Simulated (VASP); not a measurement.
Band structure of KF (rock salt). Method: vdW-DF-cx, VASP's PBE PAW potentials (set 64) (plane waves; VASP).

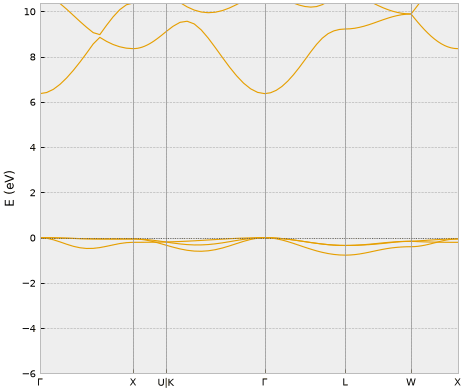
Bands along high-symmetry lines, zero at the valence-band maximum or, without a gap, the Fermi level

Question: Read the plot: is there a gap, and where are the band edges?

Answer: The gap is direct, 6.37 eV, from the valence maximum at Γ to the conduction minimum at Γ. (Edges off the drawn lines would not show.)

Measured: gap 10.90 eV (computed value off by -4.53 eV), as given by David Koller et al., Journal of Physics Condensed Matter (2013), arXiv:1304.4470.

The compound is KF in the rock salt structure. The cell was not relaxed at this level.
